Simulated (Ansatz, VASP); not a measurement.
# Cross-check of Ag (Silver) between VASP and Ansatz

One calculation is typed for both programs; each brings its own data sets and cutoff. How far apart do they land?

Calculated with Ansatz 0.2.0; plane waves, with VASP 6.6.1 beside it; relaxation of cell and atoms at r2SCAN.

**1. The starting structure**

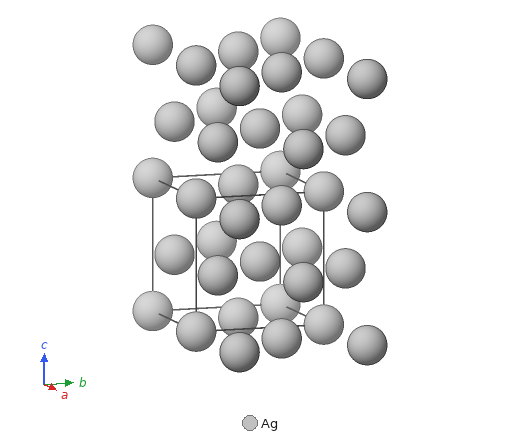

The starting structure, seen slightly off an axis (silver light grey). 2×1×2 cells are drawn. This picture shows the conventional cell, with its axes. Some periodic images of atoms are drawn too.

As a file:

```cif
data_structure
_symmetry_space_group_name_H-M 'P 1'
_symmetry_Int_Tables_number 1
_cell_length_a 2.8892
_cell_length_b 2.8892
_cell_length_c 2.8892
_cell_angle_alpha 60.000
_cell_angle_beta 60.000
_cell_angle_gamma 60.000
_cell_volume 17.05
loop_
_atom_site_label
_atom_site_type_symbol
_atom_site_fract_x
_atom_site_fract_y
_atom_site_fract_z
_atom_site_occupancy
Ag1 Ag 0.00000 0.00000 0.00000 1
```

**2. Ansatz: relaxation of cell and atoms, r2SCAN**

Ansatz runs on its default PAW (the set named soft_2) files.

The relaxed volume is the usual yardstick between codes: its relative difference is about their pressure difference at one cell divided by the bulk modulus.

input.yaml

```yaml
crystal:
  lattice:
    - [0.0, 2.043, 2.043]
    - [2.043, 0.0, 2.043]
    - [2.043, 2.043, 0.0]
  atoms:
    - { symbol: Ag, position: [0.0, 0.0, 0.0] }
hamiltonian:
  xc: r2scan
  pseudopotentials: { kind: paw }
kpoints:
  mp_grid: { grid: [12, 12, 12] }
scf:
  occupations: { method: methfessel_paxton, width: 0.1 }
relax:
  f_tol: 0.01
  max_steps: 60
  cell: { stress_tol: 0.05 }
output:
  forces: true
  stress: true
```

On the command line:

```
$ ansatz run input.yaml --threads 4 --pin off --max-ram 9216MiB --backend cpu --events-out ev --progress --plain --runs-dir out
```

Numbers of over 12 decimals in the logs are rounded to 6 here.

The program printed:

```text
Engine: ansatz 0.2.0, aarch64-unknown-linux-gnu
Pseudopotentials: kind: paw
Pseudopotential: Ag, paw, valence charge 19, recommended cutoff 500 eV (meta_gga), Ag.paw.azcp
Functional definition: r2SCAN
  parameter k0 = 0.174
  parameter k1 = 0.065
  parameter a1 = 4.9479
  exchange = r2scan_x(k0 = k0, k1 = k1, a1 = a1)
  correlation = r2scan_c
Crystal: 1 atoms, lattice volume = 17.054 Å³
Basis set: ecut = 500 eV, 411 PW (Γ), exchange–correlation on 96×96×96 points (64 copies of the dense FFT grid, shifted against one another)
Bands: 14, of which v1, the nominal top of the filled ones, is band 10 counted from 1 (9 counted from 0)
Symmetry: 48 space group operations
Space group: Fm-3m (ITA 225), of the structure as read, at distance tolerance 2.6e-5 Å
k-points: 72 of 1728
Non-local potential: Ag, projectors of the file, l = 0: 3, l = 1: 2, l = 2: 2, l = 3: 1
PAW form: soft (Blöchl's): semilocal exchange-correlation on the pseudo side does not see the compensation charge
PAW frozen core: Ag, regenerated for the run's functional (the file was generated under x = pbe(κ = 0.804, μ = 0.219515), c = pbe(β = 0.066725))
PAW one-centre angular grid: Ag, 590 points (default); XC on 160 Gauss nodes
Initial density: superposition of atomic densities (neutral atoms: chi_scale 0, normalization atom), corrected by the library's trained network
Initial wavefunctions: pseudopotential atomic-orbital guess
Functional: x = r2scan, c = r2scan; τ floored in thin density (d = 2e-4 eV/Å³)
SCF iter   1: F=—  HF=-7603.942526 eV  |F-HF|=—  |Δ(HF+E_count)|=         —  Δρ=1.13e-2  dr2=2.01e-2  dr2_τ=5.68e-4  ethr=1.77e-3  ⟨swp⟩=4.4  Hψ=5123  notcnv=0
preconditioner: auto → none  [insulator: Δε(μ)=0.233 eV  Ē_g=17.096 eV  σ=0.100 eV  W_gap=0.71  n_scr=8 (ndim 8)  ℏωp=29.8 eV  f_vac=0.000  D(μ)=0.50/eV (n_scr^D=0)  ε∞_Penn≈4.0]
SCF iter   2: F=—  HF=-7603.939556 eV  |F-HF|=—  |Δ(HF+E_count)|=   2.97e-3  S|Δr|=    0.00e0  Δρ=6.31e-3  dr2=2.59e-3  dr2_τ=6.90e-4  ethr=1.06e-4  ⟨swp⟩=2.4  Hψ=2136  notcnv=0  defer=28
SCF iter   3: F=—  HF=-7603.939080 eV  |F-HF|=—  |Δ(HF+E_count)|=   4.76e-4  S|Δr|=    0.00e0  Δρ=2.42e-3  dr2=4.65e-4  dr2_τ=2.67e-5  ethr=1.36e-5  ⟨swp⟩=2.3  Hψ=1497  notcnv=0  defer=28
SCF iter   4: F=—  HF=-7603.939010 eV  |F-HF|=—  |Δ(HF+E_count)|=   7.01e-5  S|Δr|=    0.00e0  Δρ=4.69e-4  dr2=1.52e-5  dr2_τ=1.89e-6  ethr=2.45e-6  ⟨swp⟩=1.0  Hψ=990  notcnv=0  defer=28
SCF iter   5: F=—  HF=-7603.939004 eV  |F-HF|=—  |Δ(HF+E_count)|=   6.12e-6  S|Δr|=    0.00e0  Δρ=5.22e-5  dr2=1.71e-7  dr2_τ=3.17e-8  ethr=8.01e-8  ⟨swp⟩=1.7  Hψ=1243  notcnv=0  defer=28
SCF iter   6: F=-7603.939004 eV  HF=-7603.939004 eV  |F-HF|=7.21e-9  |Δ(HF+E_count)|=   2.96e-7  S|Δr|=    0.00e0  Δρ=8.22e-6  dr2=8.57e-9  dr2_τ=5.26e-10  ethr=5.26e-10  ⟨swp⟩=4.0  Hψ=2996  notcnv=0
SCF 1 converged in 6 iterations: F = -7603.939004 eV  dr2 = 8.57e-9
  greatest PAW one-centre occupation: 1.001 electrons in one spin orbital (limit 2), on the Ag atom at site 0 (counted from 0), in its partial waves of l = 1
relax step   1: F+E_penalty+E_count = -7603.93900384 eV  Δ(F+E_penalty+E_count) = +0.000e0 eV  max|allowed force component| = 0.000e0 eV/Å  Δτ_max = 0.0000 Å  P = +1.685 GPa  Ω = 17.054 Å³  (6 SCF iters, dr2 threshold 1.00e-7 eV, accepted)
[...]
relax step   2: F+E_penalty+E_count = -7603.93934279 eV  Δ(F+E_penalty+E_count) = -3.390e-4 eV  max|allowed force component| = 0.000e0 eV/Å  Δτ_max = 0.0000 Å  P = -1.194 GPa  Ω = 17.535 Å³  energy of the carried Pulay correction = -2.883e-4 eV  (8 SCF iters, dr2 threshold 1.00e-7 eV, accepted)
[...]
relax step   3: F+E_penalty+E_count = -7603.94024670 eV  Δ(F+E_penalty+E_count) = -9.039e-4 eV  max|allowed force component| = 0.000e0 eV/Å  Δτ_max = 0.0000 Å  P = -0.034 GPa  Ω = 17.332 Å³  energy of the carried Pulay correction = -1.678e-4 eV  (7 SCF iters, dr2 threshold 1.00e-7 eV, accepted)
[...]
relax step   4: F+E_penalty+E_count = -7603.94042076 eV  Δ(F+E_penalty+E_count) = -1.741e-4 eV  max|allowed force component| = 0.000e0 eV/Å  Δτ_max = 0.0000 Å  P = -0.025 GPa  Ω = 17.332 Å³  stress off target by 2.46e-2 GPa  SCF on the basis re-selected at this cell (its energy is not comparable with the rows above)  (6 SCF iters)
basis re-selected at this cell: Δ(F+E_penalty+E_count) = -1.741e-4 eV, ΔP = +0.010 GPa vs the last step (what re-selecting the basis moved, of the pressure what is left beyond the Pulay correction that the steps carried, after the strain that the cell walked since its last selection, with what the two solves' SCF thresholds leave and, on support functions, any second-order correction that the steps lacked; it is no measure of the basis error at this ecutwfc). This SCF's stress stands 2.46e-2 GPa from its target on what of the cell is left free (relax.cell.stress_tol is 5.00e-2 GPa) and its largest allowed force component is 0.00e0 eV/Å (relax.f_tol is 1.00e-2 eV/Å): [rest of the remark cut]
SCF converged after 6 iterations
Stability not checked: this state was not tested for a lower state beside it, because cold or Methfessel-Paxton smearing, or corrected tetrahedra, fill the levels in a way that the test cannot read (fill_not_monotonic; see scf.lower_state_search)
Free energy (F): -7603.940421 eV
Harris-Foulkes:  -7603.940421 eV  (|F-HF|=2.73e-12)
Internal energy: -7603.939926 eV  (E = F + TS)
E sigma→0 (E₀):  -7603.940297 eV
Entropy (-TS):   -0.000495 eV (-0.495 meV/atom)
Fermi energy:    16.966991 eV
--- Per-component energies (eV) ---
  E_band       = -260.298895
  E_kinetic    = 528.080840
  E_local      = -2223.958618  (includes V_loc(G=0)·N_el)
  E_nonlocal   = 81.290740
  E_hartree    = 1012.801929
  E_xc         = -178.436939
  E_vxc        = -262.887782  (∫ρ·V_xc dr)
  E_paw        = -3922.411369  (= ΣΔE_a)
  E_vpaw       = -427.355926  (= ΣTr[D̂ρ^β])
  E_aug_tail   = 0.000061  (compensation charges beyond the density's cutoff)
  E_vtau       = 18.927956  (kinetic-family band-sum trace: ∫τ·v_τ [+ j·A + Jᵃ·Aᵃ] dr)
  E_ewald      = -2900.797260
  E_core_change = -0.509311  (= ΣΔE_core)
  E_smearing   = -0.000495  (= −TS)
  E_closure    = -0.000000  (closes the sum)
  Σ components = -7603.940421   (vs F -7603.940421, Δ=0.00e0)
--- Forces (eV/Å), atoms counted from 1 ---
  atom   1  Ag    -0.00000000    -0.00000000    -0.00000000
  max |Σ_I F_I| component: 6.98e-32 eV/Å
--- Stress (GPa, compression-positive) ---
       -0.024644      -0.000000       0.000000
       -0.000000      -0.024644      -0.000000
        0.000000      -0.000000      -0.024644
  P = ⅓ Tr σ = -0.0246 GPa (-0.246 kbar)
--- Relaxed structure (3 steps of the walk, 3 accepted, 1 SCFs on fresh bases) ---
  F+E_penalty+E_count = -7603.94042076 eV   max|allowed force component| = 0.000e0 eV/Å   (the final SCF, on the basis selected at the relaxed cell)
  cell:  # Å, volume = 17.3322 Å³
    - [0, 2.054035, 2.054035]
    - [2.054035, 0, 2.054035]
    - [2.054035, 2.054035, 0]
  atoms:
    - { symbol: Ag, position: [0.0, 0.0, 0.0] }
```

The job ended after 3.5 s (4 threads of Arm Neoverse V1, shared host; peak memory 0.35 GiB; 10 s of CPU time).

**3. VASP: relaxation of cell and atoms, r2SCAN**

The same cell, functional, mesh and smearing now go to VASP, with its own data sets and cutoff.

Lines of VASP's logs that name or quote its potential files are left out, and so is its time.

INCAR

```
SYSTEM = Ag
PREC = Accurate
ENCUT = 450
EDIFF = 1E-06
NELM = 100
ISMEAR = 1
SIGMA = 0.1
LREAL = .FALSE.
ALGO = Normal
METAGGA = R2SCAN
LASPH = .TRUE.
NBANDS = 11
LORBIT = 11
LWAVE = .FALSE.
LCHARG = .FALSE.
KPAR = 2
IBRION = 2
NSW = 50
ISIF = 3
EDIFFG = -0.01
```

POSCAR

```
Ag
1.0
    0.0000000000      2.0430000000      2.0430000000
    2.0430000000      0.0000000000      2.0430000000
    2.0430000000      2.0430000000      0.0000000000
Ag
1
Direct
    0.0000000000      0.0000000000      0.0000000000
```

KPOINTS

```
Automatic mesh
0
Gamma
12 12 12
0 0 0
```

Potentials, in the order of the species: Ag (PBE family, release 64).

On the command line:

```
$ mpirun -np 2 vasp_std
```

The program printed:

```text
[banner, memory and clock lines left out]
running    2 mpi-ranks, on    1 nodes
 distrk:  each k-point on    1 cores,    2 groups
 distr:  one band on    1 cores,    1 groups

 POSCAR found type information on POSCAR Ag
 POSCAR found :  1 types and       1 ions
|                                                                             |
|               ----> ADVICE to this user running VASP <----                  |
|                                                                             |
|     You enforced a specific xc type in the INCAR file but a different       |
|     [... a line on the potential file left out ...]
|     I HOPE YOU KNOW WHAT YOU ARE DOING!                                     |
|                                                                             |

 LDA part: xc-table for (None), standard interpolation
 POSCAR, INCAR and KPOINTS ok, starting setup
 FFT: planning ... GRIDC
 FFT: planning ... GRID_SOFT
 FFT: planning ... GRID
 WAVECAR not read
 entering main loop
       N       E                     dE             d eps       ncg     rms          rms(c)
DAV:   1     0.255338820207E+02    0.25534E+02   -0.52893E+03  1640   0.821E+02
DAV:   2    -0.241143688181E+02   -0.49648E+02   -0.47493E+02  1818   0.193E+02
DAV:   3    -0.248109511329E+02   -0.69658E+00   -0.69630E+00  1802   0.246E+01
DAV:   4    -0.248138536724E+02   -0.29025E-02   -0.29024E-02  1755   0.163E+00
DAV:   5    -0.248138897504E+02   -0.36078E-04   -0.36077E-04  1875   0.158E-01    0.606E+00
DAV:   6    -0.213949886630E+02    0.34189E+01   -0.58910E+00  1620   0.248E+01    0.474E+00
DAV:   7    -0.213545976859E+02    0.40391E-01   -0.16110E-01  1746   0.365E+00    0.262E+00
DAV:   8    -0.213535440252E+02    0.10537E-02   -0.53470E-02  1697   0.224E+00    0.357E-01
DAV:   9    -0.213511371310E+02    0.24069E-02   -0.12176E-02  1734   0.108E+00    0.406E-02
DAV:  10    -0.213513040551E+02   -0.16692E-03   -0.34375E-04  1794   0.190E-01    0.488E-02
DAV:  11    -0.213512723716E+02    0.31683E-04   -0.75169E-05  1736   0.832E-02    0.192E-02
DAV:  12    -0.213512661490E+02    0.62226E-05   -0.31739E-05  1795   0.584E-02    0.853E-04
DAV:  13    -0.213512662256E+02   -0.76568E-07   -0.48766E-07   945   0.683E-03
   1 F= -.21351266E+02 E0= -.21351062E+02  d E =-.213513E+02
 curvature:   0.00 expect dE= 0.000E+00 dE for cont linesearch  0.000E+00
 trial: gam= 0.00000 g(F)=  0.938E-63 g(S)=  0.614E-02 ort = 0.000E+00 (trialstep = 0.100E+01)
 search vector abs. value=  0.614E-02
 bond charge predicted
       N       E                     dE             d eps       ncg     rms          rms(c)
DAV:   1    -0.214837239585E+02   -0.13246E+00   -0.22617E+00  1692   0.165E+01    0.243E+00
DAV:   2    -0.213534801547E+02    0.13024E+00   -0.50408E-01  1701   0.663E+00    0.766E-01
DAV:   3    -0.213529038994E+02    0.57626E-03   -0.64928E-03  1802   0.813E-01    0.566E-01
DAV:   4    -0.213521618603E+02    0.74204E-03   -0.17592E-03  1671   0.260E-01    0.525E-02
DAV:   5    -0.213521158396E+02    0.46021E-04   -0.21616E-04  1701   0.142E-01    0.248E-02
DAV:   6    -0.213521279418E+02   -0.12102E-04   -0.92303E-06  1664   0.269E-02    0.118E-02
DAV:   7    -0.213521271437E+02    0.79812E-06   -0.42864E-07  1391   0.522E-03
   2 F= -.21352127E+02 E0= -.21351977E+02  d E =-.860918E-03
 trial-energy change:   -0.000861  1 .order   -0.001018   -0.006143    0.004107
 step:   0.5769(harm=  0.5993)  dis= 0.00000  next Energy=   -21.353008 (dE=-0.174E-02)
 bond charge predicted
       N       E                     dE             d eps       ncg     rms          rms(c)
DAV:   1    -0.213772047177E+02   -0.25077E-01   -0.40458E-01  1677   0.686E+00    0.101E+00
DAV:   2    -0.213530911558E+02    0.24114E-01   -0.10381E-01  1689   0.297E+00    0.290E-01
DAV:   3    -0.213530788992E+02    0.12257E-04   -0.64682E-04  1793   0.259E-01    0.205E-01
DAV:   4    -0.213529892466E+02    0.89653E-04   -0.35840E-04  1689   0.117E-01    0.241E-02
DAV:   5    -0.213529757891E+02    0.13457E-04   -0.49616E-05  1716   0.699E-02    0.101E-02
DAV:   6    -0.213529739105E+02    0.18786E-05   -0.13872E-06  1664   0.120E-02    0.484E-03
DAV:   7    -0.213529747555E+02   -0.84501E-06   -0.58090E-08   828   0.205E-03
   3 F= -.21352975E+02 E0= -.21352805E+02  d E =-.170853E-02
 curvature:  -0.30 expect dE=-0.862E-06 dE for cont linesearch -0.862E-06
 trial: gam=-0.02120 g(F)=  0.366E-65 g(S)=  0.289E-05 ort = 0.133E-03 (trialstep = 0.915E+00)
 search vector abs. value=  0.146E-08
 reached required accuracy - stopping structural energy minimisation
```

Parts of OUTCAR (step 3):

```text
ion  position               nearest neighbor table
   1  0.000  0.000  0.000-

  LATTYP: Found a face centered cubic cell.
 ALAT       =     4.0860000000

 Subroutine GETGRP returns: Found 48 space group operations
 (whereof 48 operations were pure point group operations)

The static configuration has the point symmetry O_h .

 Found     72 irreducible k-points:

   k-points           NKPTS =     72   k-points in BZ     NKDIM =     72   number of bands    NBANDS=     11

   dimension x,y,z NGX =    20 NGY =   20 NGZ =   20
   dimension x,y,z NGXF=    40 NGYF=   40 NGZF=   40

   ENCUT  =  450.0 eV  33.07 Ry    5.75 a.u.   5.00  5.00  5.00*2*pi/ulx,y,z

   NELECT =      11.0000    total number of electrons

 k-points in reciprocal lattice and weights: Automatic mesh
   0.00000000  0.00000000  0.00000000       0.001
   0.08333333  0.00000000  0.00000000       0.005
   0.16666667  0.00000000  0.00000000       0.005
   0.25000000  0.00000000  0.00000000       0.005
   0.33333333  0.00000000  0.00000000       0.005
   0.41666667  0.00000000  0.00000000       0.005
   0.50000000  0.00000000  0.00000000       0.002
   0.08333333  0.08333333  0.00000000       0.003
   0.16666667  0.08333333  0.00000000       0.014
[...]
-0.33333333  0.50000000  0.16666667       0.007
  -0.25000000  0.50000000  0.25000000       0.003

 average (electrostatic) potential at core
       1 -75.9832

 E-fermi :   8.1661

 k-point     1 :       0.0000    0.0000    0.0000
  band No.  band energies     occupation
    ...
      2       3.1237      2.00000
      3       3.1237      2.00000
      4       3.1237      2.00000
      5       4.1372      2.00000
      6       4.1372      2.00000
      7      24.8072      0.00000
      8      28.4229      0.00000
      9      28.4229      0.00000
     10      28.4229      0.00000
     11      33.3372      0.00000

 k-point     2 :       0.0833    0.0000    0.0000
  band No.  band energies     occupation
    ...
      2       3.0782      2.00000
      3       3.1817      2.00000
      4       3.1817      2.00000
      5       4.1167      2.00000
      6       4.1167      2.00000
      7      24.7644      0.00000
      8      26.7764      0.00000
      9      28.4865      0.00000
     10      28.4865      0.00000
     11      32.9961      0.00000

 k-point     3 :       0.1667    0.0000    0.0000
  band No.  band energies     occupation
    ...
      2       3.0399      2.00000
      3       3.2976      2.00000
      4       3.2976      2.00000
      5       4.1126      2.00000
      6       4.1126      2.00000
      7      22.8747      0.00000
      8      25.7109      0.00000
      9      28.5647      0.00000
     10      28.5648      0.00000
     11      31.8145      0.00000

  Total        0.0044656      0.0044656      0.0044656      0.0000000      0.0000000     -0.0000000
  in kB        0.4123882      0.4123882      0.4123882      0.0000000      0.0000000     -0.0000000
  external PRESSURE =       0.4123882 kB  Pullay stress =       0.0000000 kB

  energy-cutoff  :      450.00
  volume of cell :       17.35
      direct lattice vectors                 reciprocal lattice vectors
     0.000000000  2.054713867  2.054713867    -0.243342885  0.243342885  0.243342885
     2.054713867 -0.000000000  2.054713867     0.243342885 -0.243342885  0.243342885
     2.054713867  2.054713867  0.000000000     0.243342885  0.243342885 -0.243342885

 POSITION                                       TOTAL-FORCE (eV/Angst)
 -----------------------------------------------------------------------------------
      0.00000      0.00000      0.00000         0.000000     -0.000000      0.000000
 -----------------------------------------------------------------------------------
    total drift:                                0.000000      0.000000      0.000000

  FREE ENERGIE OF THE ION-ELECTRON SYSTEM (eV)
  ---------------------------------------------------
  free  energy   TOTEN  =       -21.3529747555 eV

  energy  without entropy=      -21.3524660123  energy(sigma->0) =      -21.35280517

 reached required accuracy - stopping structural energy minimisation

 total charge
# of ion       s       p       d       tot
------------------------------------------
    1        0.441   0.285   9.180   9.907

[... 3 further parts left out ...]
```

CONTCAR:

```
Ag
   1.00000000000000
     0.0000000000000000    2.0547138669259564    2.0547138669259564
     2.0547138669259564   -0.0000000000000000    2.0547138669259564
     2.0547138669259564    2.0547138669259564    0.0000000000000000
  Ag
     1
Direct
     0.0000000000000000    0.0000000000000000    0.0000000000000000
```

**4. Comparison**

Known differences besides the PAW data sets themselves: VASP keeps PBE cores, Ansatz makes them for the functional; both relaxations stop at a tolerance, which leaves soft axes loose, and VASP keeps its plane-wave basis; the data sets hold 19 valence electrons in Ansatz (default PAW (the set named soft_2) files) and 11 in VASP; the cutoff is 500 eV in Ansatz and 450 eV in VASP; Ansatz adds a Pulay correction to the stress that steers its cell, VASP none. Total energies have different zeros and are not compared.

The two programs side by side:

```
                                         quantity  Ansatz   VASP  difference
                                      volume (Å³)   17.33  17.35     -0.10 %
edge a after relaxation, in the typed setting (Å)   2.905  2.906     -0.03 %
```

The walks stopped with -0.02 GPa left in Ansatz and 0.04 GPa in VASP; each walk ends within a tolerance, so the volume difference is uncertain by about these residues over the bulk modulus, most in soft cells.

**5. What came out**

```
difference in volume (relaxation of cell and atoms, r2SCAN) : -0.099 %
```

**Reading.** The difference in volume is -0.099 % (relaxation of cell and atoms, r2SCAN), within the 1.2 % picked in this series as the mark of a large difference, as far as the stopping tolerances let one tell. How closely two codes agree says nothing of how well the functional describes the real material.

[Lines on the potential files, build, host, timing and source positions are cut from VASP's logs without a mark.]

[Logs are printed without paths, hosts, clocks, repeated set-up lines and the standing remarks that a program may print on its own settings, such as how far it seeks lower states.]

[Hosts, paths, dates, database ids (printed as entryN), source tags and the programs' standing remarks are cut or masked in the printed files.]
